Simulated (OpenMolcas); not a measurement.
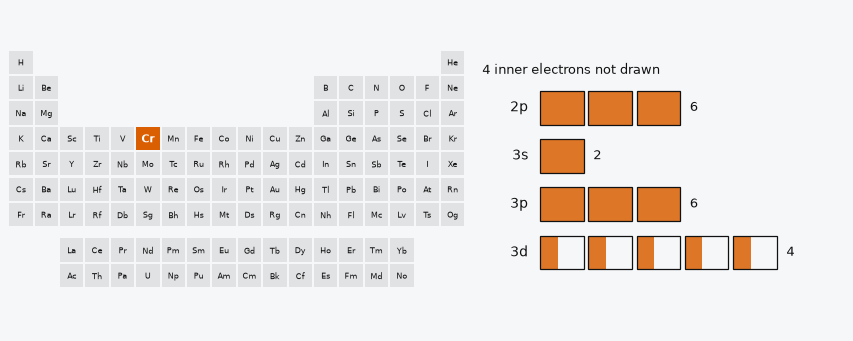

*Left, the place of chromium in the periodic table; right, the outer shells of the leading configuration of the lowest level: a box for each of the 2l + 1 orbitals, shaded by the share of the shell that is filled, with the electron count at the right.*

# Multiconfigurational calculation: Cr²⁺ complex (part 1 of 2)

Cr²⁺ with 6 ligands (Br; octahedron, 2.636 Å), embedded in CsCaBr3 by model potentials and point charges, whose field is part of the energies. Computed at this level: state-averaged CASSCF, active space 4 electrons in the shell 3d, basis ANO-RCC-VDZP on the metal and ANO-RCC-VDZP on the ligands, DKH2 scalar Hamiltonian, spin-orbit coupling by RASSI with atomic mean-field integrals (OpenMolcas).

**Key numbers**

| quantity | value |
| --- | --- |
| outcome | converged |
| energy of the lowest spin-free term | −16677.31801 hartree |
| energy of the lowest spin-orbit level | −16677.31812 hartree |
| largest spread among components of a term | 0.0 cm⁻¹ |
| hardware | 1 thread of Arm Neoverse V1, 24 GiB of memory available, shared host |
| wall time | 2.4 min |
| peak memory | 0.27 GiB |

**Remarks**

Without dynamic correlation the splittings between terms come out too large, often by 20 to 50 %. Limits: orbital doublet at a regular site, Jahn-Teller distortion not allowed for; small active space favours high spin, ground spin may be wrong; covalent bonds, ligand orbitals missing from the active space; the geometry is set by hand, with no relaxation.

**Input**
```
&GATEWAY
Basis set
Cr.ANO-RCC-VDZP.
Cr1 0.0 0.0 0.0 Angstrom
End of basis
Basis set
Br.ANO-RCC-VDZP.
L1 2.636000 0.000000 0.000000 Angstrom
L2 0.000000 2.636000 0.000000 Angstrom
L3 0.000000 0.000000 2.636000 Angstrom
End of basis
Basis set
Ca.EMB-AIMP.Sanchez-Sanz.10s7p.1s1p.ECP.CsCaBr3.
PseudoCharge
* 3 symmetry-unique lattice sites within 7.6 angstrom
End of basis
Basis set
Cs.EMB-AIMP.Sanchez-Sanz.0s.0s.ECP.CsCaBr3.
PseudoCharge
* 4 symmetry-unique lattice sites within 7.6 angstrom
End of basis
Basis set
Br.EMB-AIMP.Sanchez-Sanz.0s.0s.ECP.CsCaBr3.
PseudoCharge
* 12 symmetry-unique lattice sites within 7.6 angstrom
End of basis
Symmetry
XYZ
AngMom=0.0 0.0 0.0
AMFI
RICD
XField
1570 Angstrom 0
* Evjen-weighted lattice charges
&SEWARD
&RASSCF
FileOrb=start.orb
Symmetry=1
Spin=5
nActEl=4 0 0
Inactive=57 60
Ras2=5 0
CIRoot=5 5 1
SDav=5
CIMx=300
Iter=150 100
PrWF=0.3
OrbListing=Nothing
MaxOrb=0
LevShft=1.0
>>> COPY $Project.JobIph JOB001
&RASSCF
FileOrb=start.orb
Symmetry=1
Spin=3
nActEl=4 0 0
Inactive=57 60
Ras2=5 0
CIRoot=45 45 1
SDav=45
CIMx=300
Iter=150 100
PrWF=0.3
OrbListing=Nothing
MaxOrb=0
LevShft=1.0
>>> COPY $Project.JobIph JOB002
&RASSCF
FileOrb=start.orb
Symmetry=1
Spin=1
nActEl=4 0 0
Inactive=57 60
Ras2=5 0
CIRoot=50 50 1
SDav=50
CIMx=300
Iter=150 100
PrWF=0.3
OrbListing=Nothing
MaxOrb=0
LevShft=1.0
>>> COPY $Project.JobIph JOB003
&RASSI
NrOfJobIphs=3 5 45 50
1 2 3 4 5
1 2 3 4 5 6 7 8 9 10 11 12 13 14 15 16 17 18 19 20 21 22 23 24 25 26 27
28 29 30 31 32 33 34 35 36 37 38 39 40 41 42 43 44 45
1 2 3 4 5 6 7 8 9 10 11 12 13 14 15 16 17 18 19 20 21 22 23 24 25 26 27
28 29 30 31 32 33 34 35 36 37 38 39 40 41 42 43 44 45 46 47 48 49 50
IphNames
JOB001
JOB002
JOB003
EJob
SpinOrbit
DIPRint=1.0
SOCoupling=1000.0
Subsets=2
Property=9
'ANGMOM' 1 'ANGMOM' 2 'ANGMOM' 3 'MLTPL  1' 1 'MLTPL  1' 2 'MLTPL  1' 3
'AMFI' 1 'AMFI' 2 'AMFI' 3
SOProperty=3
'ANGMOM' 1 'ANGMOM' 2 'ANGMOM' 3
```

The file start.orb holds starting orbitals from an earlier step. A driver script formed the levels outside the program, from RASSI's spin-orbit matrix and the active-space energies, averaged over the components of each term or state.

Launched with:
```bash
OMP_NUM_THREADS=1 MOLCAS_MEM=2457 MOLCAS_PROJECT=a pymolcas a.inp > a.log  # once for each step of the input, in one work folder
```

**The program's output (extracts)**
```
--- SEWARD ---
Basis set label: CR.ANO-RCC...5S4P2D1F.

      Electronic valence basis set:
      ------------------
      Associated Effective Charge  24.000000 au
      Associated Actual Charge     24.000000 au
      Nuclear Model: Point charge

      Shell  nPrim  nBasis  Cartesian Spherical Contaminant
         s      21       5        X
         p      15       4        X
         d      10       2                 X
         f       6       1                 X
                  Relativistic Douglas-Kroll-Hess integrals:
                    - DKH order of Hamiltonian: 2
                    - DKH order of Properties : 0
                  Atomic mean-field integrals
--- RASSCF ---
Wave function specifications:
      -----------------------------

      Number of closed shell electrons         234
      Number of electrons in active shells       4
      Max number of holes in RAS1 space          0
      Max nr of electrons in RAS3 space          0
      Number of inactive orbitals              117
      Number of active orbitals                  5
      Number of secondary orbitals              98
      Spin quantum number                      2.0
      State symmetry                             1
Orbital specifications:
      -----------------------

      Symmetry species                           1   2
                                                ag  au
      Frozen orbitals                            0   0
      Inactive orbitals                         57  60
      Active orbitals                            5   0
      RAS1 orbitals                              0   0
      RAS2 orbitals                              5   0
      RAS3 orbitals                              0   0
      Secondary orbitals                        46  52
      Deleted orbitals                           0   0
      Number of basis functions                108 112
      Number of CSFs                             5
      Number of root(s) required                 5
      Iter CI   SX   CI       RASSCF       Energy    max ROT     max BLB   max BLB  Level Ln srch  Step   QN
          iter iter root      energy       change     param      element    value   shift minimum  type update
 Nr of preliminary CI iterations:   1
      Total energies have been shifted. Add               -16000.00 au
        1   1   17    0  -676.93300813    0.00E+00  -5.99E-02   52  97 1  2.22E-01*  0.88   0.00    SX    NO
        2   1   17    0  -677.23248291   -2.99E-01* -3.40E-02   52  97 1  8.15E-02*  0.69   0.00    SX    NO
        3   1   15    0  -677.29046070   -5.80E-02* -1.66E-02   13  61 2  2.98E-02*  0.71   0.00    SX    NO
        4   1   14    0  -677.30000379   -9.54E-03* -7.53E-03   55  63 2  1.43E-02*  0.72   0.00    SX    NO
        5   1   14    0  -677.30198704   -1.98E-03* -6.94E-03   55  63 2  7.97E-03*  0.72   1.96    LS   YES
        6   1   13    0  -677.30261203   -6.25E-04* -1.18E-03    4  71 2 -5.15E-03*  0.72   1.04    QN   YES
        7   1   12    0  -677.30271165   -9.96E-05* -8.44E-04   55 104 2  1.17E-03*  0.72   1.72    LS   YES
        8   1   12    0  -677.30273266   -2.10E-05* -8.31E-04    6  73 2  3.05E-03*  0.72   1.01    QN   YES
        9   1   11    0  -677.30274837   -1.57E-05* -1.97E-04   55  63 2  3.43E-04*  0.72   1.08    QN   YES
       10   1   10    0  -677.30275086   -2.50E-06* -1.90E-04   60  66 1  1.80E-04*  0.72   1.96    LS   YES
       11   1   10    0  -677.30275135   -4.85E-07* -5.62E-05   52 100 1 -2.17E-04*  0.72   0.75    QN   YES
       12   1    8    0  -677.30275165   -2.97E-07* -2.24E-05   52 100 1 -5.21E-05   0.72   1.27    QN   YES
       13   1    7    0  -677.30275168   -3.40E-08* -1.32E-05   55  95 2  1.72E-05   0.72   1.47    QN   YES
       14   1    5    0  -677.30275168   -6.33E-10  -3.72E-06   52 100 1  6.70E-06   0.72   0.36    QN   YES
      Convergence after 14 iterations
       15   1    5    0  -677.30275168   -4.84E-10  -3.72E-06   52 100 1  3.03E-06   0.72   0.36    QN   YES
      Natural orbitals and occupation numbers for root  1
      sym 1:   1.000000   1.000000   1.000000   1.000000   0.000000
      Natural orbitals and occupation numbers for root  2
      sym 1:   1.000000   1.000000  -0.000000   1.000000   1.000000
      Natural orbitals and occupation numbers for root  3
      sym 1:   1.000000  -0.000000   1.000000   1.000000   1.000000
::    RASSCF root number  1 Total energy: -16677.31801067
::    RASSCF root number  2 Total energy: -16677.31801067
::    RASSCF root number  3 Total energy: -16677.29257902
::    RASSCF root number  4 Total energy: -16677.29257902
::    RASSCF root number  5 Total energy: -16677.29257902
--- RASSCF ---
Wave function specifications:
      -----------------------------

      Number of closed shell electrons         234
      Number of electrons in active shells       4
      Max number of holes in RAS1 space          0
      Max nr of electrons in RAS3 space          0
      Number of inactive orbitals              117
      Number of active orbitals                  5
      Number of secondary orbitals              98
      Spin quantum number                      1.0
      State symmetry                             1
Orbital specifications:
      -----------------------

      Symmetry species                           1   2
                                                ag  au
      Frozen orbitals                            0   0
      Inactive orbitals                         57  60
      Active orbitals                            5   0
      RAS1 orbitals                              0   0
      RAS2 orbitals                              5   0
      RAS3 orbitals                              0   0
      Secondary orbitals                        46  52
      Deleted orbitals                           0   0
      Number of basis functions                108 112
      Number of CSFs                            45
      Number of root(s) required                45
      Iter CI   SX   CI       RASSCF       Energy    max ROT     max BLB   max BLB  Level Ln srch  Step   QN
          iter iter root      energy       change     param      element    value   shift minimum  type update
 Nr of preliminary CI iterations:   1
      Total energies have been shifted. Add               -16000.00 au
        1   1   10    0  -677.17214739    0.00E+00  -1.09E-02   62  68 1 -1.73E-02*  0.72   0.00    SX    NO
        2   1    9    0  -677.17360083   -1.45E-03*  5.18E-03   46  73 2 -1.29E-02*  0.70   0.00    SX    NO
        3   1    9    0  -677.17392979   -3.29E-04* -2.50E-03   53  62 1 -3.30E-03*  0.71   0.00    SX    NO
        4   1    8    0  -677.17401776   -8.80E-05* -1.71E-03   53  62 1 -2.25E-03*  0.71   0.00    SX    NO
        5   1    8    0  -677.17404410   -2.63E-05* -1.98E-03   53  62 1 -1.24E-03*  0.71   2.17    LS   YES
        6   1    8    0  -677.17405442   -1.03E-05*  3.34E-04   46  73 2  1.58E-03*  0.71   0.98    QN   YES
        7   1    7    0  -677.17405640   -1.98E-06* -1.15E-04   62  68 1  2.26E-04*  0.71   0.86    QN   YES
        8   1    7    0  -677.17405661   -2.11E-07* -5.62E-05   62  68 1  5.58E-05   0.71   1.49    LS   YES
        9   1    6    0  -677.17405663   -2.14E-08*  4.78E-05   46  73 2  1.05E-04*  0.71   0.94    QN   YES
       10   1    6    0  -677.17405666   -2.72E-08*  2.15E-05   49  63 1 -2.26E-05   0.71   1.36    QN   YES
       11   1    5    0  -677.17405666    9.28E-10  -3.24E-06   30  69 1 -8.96E-06   0.71   0.26    QN   YES
      Convergence after 11 iterations
       12   1    5    0  -677.17405666   -1.71E-10  -3.24E-06   30  69 1 -6.21E-06   0.71   0.26    QN   YES
      Natural orbitals and occupation numbers for root  1
      sym 1:   1.820156   0.992522   0.137026   1.005385   0.044911
      Natural orbitals and occupation numbers for root  2
      sym 1:   0.992974   0.045356   0.135539   1.821489   1.004642
      Natural orbitals and occupation numbers for root  3
      sym 1:   1.814250   0.998332   0.043951   1.001025   0.142442
::    RASSCF root number  1 Total energy: -16677.24822445
::    RASSCF root number  2 Total energy: -16677.24822445
::    RASSCF root number  3 Total energy: -16677.24822445
::    RASSCF root number  4 Total energy: -16677.23135146
::    RASSCF root number  5 Total energy: -16677.23135146
::    RASSCF root number  6 Total energy: -16677.22629200
::    RASSCF root number  7 Total energy: -16677.22629200
::    RASSCF root number  8 Total energy: -16677.22629200
::    RASSCF root number  9 Total energy: -16677.22419895
::    RASSCF root number 10 Total energy: -16677.22419895
::    RASSCF root number 11 Total energy: -16677.22419895
::    RASSCF root number 12 Total energy: -16677.21707831
::    RASSCF root number 13 Total energy: -16677.21212605
::    RASSCF root number 14 Total energy: -16677.20551428
::    RASSCF root number 15 Total energy: -16677.20551428
::    RASSCF root number 16 Total energy: -16677.20551428
::    RASSCF root number 17 Total energy: -16677.20126371
::    RASSCF root number 18 Total energy: -16677.20126371
::    RASSCF root number 19 Total energy: -16677.20120879
::    RASSCF root number 20 Total energy: -16677.20120879
::    RASSCF root number 21 Total energy: -16677.20120879
::    RASSCF root number 22 Total energy: -16677.19535042
::    RASSCF root number 23 Total energy: -16677.19535042
::    RASSCF root number 24 Total energy: -16677.19535042
::    RASSCF root number 25 Total energy: -16677.18009454
::    RASSCF root number 26 Total energy: -16677.18009454
::    RASSCF root number 27 Total energy: -16677.18009454
::    RASSCF root number 28 Total energy: -16677.17915318
::    RASSCF root number 29 Total energy: -16677.17915318
::    RASSCF root number 30 Total energy: -16677.17915318
--- RASSCF ---
Wave function specifications:
      -----------------------------

      Number of closed shell electrons         234
      Number of electrons in active shells       4
      Max number of holes in RAS1 space          0
      Max nr of electrons in RAS3 space          0
      Number of inactive orbitals              117
      Number of active orbitals                  5
      Number of secondary orbitals              98
      Spin quantum number                      0.0
      State symmetry                             1
Orbital specifications:
      -----------------------

      Symmetry species                           1   2
                                                ag  au
      Frozen orbitals                            0   0
      Inactive orbitals                         57  60
      Active orbitals                            5   0
      RAS1 orbitals                              0   0
      RAS2 orbitals                              5   0
      RAS3 orbitals                              0   0
      Secondary orbitals                        46  52
      Deleted orbitals                           0   0
      Number of basis functions                108 112
      Number of CSFs                            50
      Number of root(s) required                50
      Iter CI   SX   CI       RASSCF       Energy    max ROT     max BLB   max BLB  Level Ln srch  Step   QN
          iter iter root      energy       change     param      element    value   shift minimum  type update
 Nr of preliminary CI iterations:   1
      Total energies have been shifted. Add               -16000.00 au
        1   1    9    0  -677.11068590    0.00E+00  -4.08E-03   62  68 1 -6.43E-03*  0.70   0.00    SX    NO
        2   1    9    0  -677.11106094   -3.75E-04*  2.22E-03   46  73 2 -6.29E-03*  0.69   0.00    SX    NO
        3   1    8    0  -677.11115336   -9.24E-05* -1.09E-03   50  62 1 -1.43E-03*  0.70   0.00    SX    NO
        4   1    8    0  -677.11118000   -2.66E-05* -7.65E-04   50  62 1 -9.97E-04*  0.70   0.00    SX    NO
        5   1    7    0  -677.11118854   -8.54E-06* -9.10E-04   50  62 1 -5.58E-04*  0.70   2.19    LS   YES
        6   1    7    0  -677.11119217   -3.62E-06* -1.84E-04   46  73 2  8.99E-04*  0.70   1.01    QN   YES
        7   1    7    0  -677.11119287   -7.04E-07* -5.36E-05   46  73 2 -1.22E-04*  0.70   0.85    QN   YES
        8   1    6    0  -677.11119294   -7.34E-08*  2.77E-05   49  63 1 -3.97E-05   0.70   1.50    QN   YES
        9   1    5    0  -677.11119296   -1.29E-08*  4.15E-05   49  63 1 -1.91E-05   0.70   2.50    LS   YES
       10   1    6    0  -677.11119294    2.14E-08*  2.59E-05   62  68 1 -4.71E-05   0.70   0.11    LS   YES
       11   1    5    0  -677.11119296   -2.11E-08* -1.24E-05   62  68 1 -2.03E-05   0.70   1.16    QN   YES
       12   1    5    0  -677.11119296    1.27E-09  -2.06E-06   49  63 1 -6.92E-06   0.70   0.20    QN   YES
      Convergence after 12 iterations
       13   1    5    0  -677.11119295    1.78E-10  -2.06E-06   49  63 1 -4.14E-06   0.70   0.20    QN   YES
      Natural orbitals and occupation numbers for root  1
      sym 1:   1.752135   0.130539   0.128107   0.991367   0.997853
      Natural orbitals and occupation numbers for root  2
      sym 1:   1.754507   0.128485   0.127736   0.977003   1.012269
      Natural orbitals and occupation numbers for root  3
      sym 1:   0.990665   0.130512   0.128318   0.998571   1.751933
::    RASSCF root number  1 Total energy: -16677.20533459
::    RASSCF root number  2 Total energy: -16677.20533459
::    RASSCF root number  3 Total energy: -16677.20533459
::    RASSCF root number  4 Total energy: -16677.20304667
::    RASSCF root number  5 Total energy: -16677.20304667
::    RASSCF root number  6 Total energy: -16677.18872272
::    RASSCF root number  7 Total energy: -16677.18857359
::    RASSCF root number  8 Total energy: -16677.18701874
::    RASSCF root number  9 Total energy: -16677.18701874
::    RASSCF root number 10 Total energy: -16677.18701874
::    RASSCF root number 11 Total energy: -16677.18201195
::    RASSCF root number 12 Total energy: -16677.18201195
::    RASSCF root number 13 Total energy: -16677.18201195
::    RASSCF root number 14 Total energy: -16677.16548220
::    RASSCF root number 15 Total energy: -16677.16548220
::    RASSCF root number 16 Total energy: -16677.16503596
::    RASSCF root number 17 Total energy: -16677.16503596
::    RASSCF root number 18 Total energy: -16677.16503596
::    RASSCF root number 19 Total energy: -16677.15265186
::    RASSCF root number 20 Total energy: -16677.15169815
::    RASSCF root number 21 Total energy: -16677.15169815
::    RASSCF root number 22 Total energy: -16677.14278550
::    RASSCF root number 23 Total energy: -16677.14278550
::    RASSCF root number 24 Total energy: -16677.14278550
::    RASSCF root number 25 Total energy: -16677.12805600
::    RASSCF root number 26 Total energy: -16677.12805600
::    RASSCF root number 27 Total energy: -16677.12805600
::    RASSCF root number 28 Total energy: -16677.11948798
::    RASSCF root number 29 Total energy: -16677.11334646
::    RASSCF root number 30 Total energy: -16677.11334646
```

(Continued in part 2.)
